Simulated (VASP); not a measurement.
Band structure of SrCl2 (fluorite). Calculation: PBE GGA with D3 dispersion (Becke-Johnson damping), VASP's PBE PAW potentials (set 64) (plane waves; VASP).

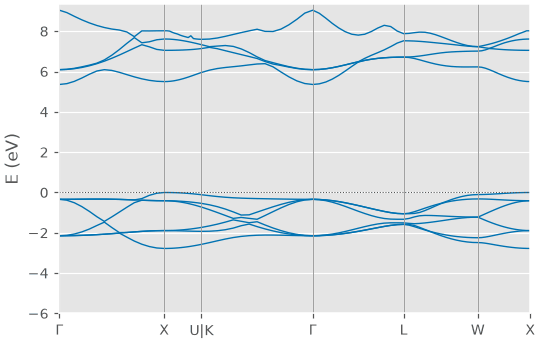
Figure: Bands along high-symmetry lines, zero at the valence-band maximum or, without a gap, the Fermi level

Problem. Read the plot: is there a gap, and where are the band edges?

Solution. The gap is indirect, 5.36 eV, from the valence maximum at X to the conduction minimum at Γ. (Edges off the drawn lines would not show.)

Measured: gap 7.50 eV (computed value off by -2.14 eV), as given by Andrés Aguado et al., Journal of the Physical Society of Japan (1999), arXiv:cond-mat/9901145.

The compound is SrCl2 in the fluorite structure. It was relaxed first.
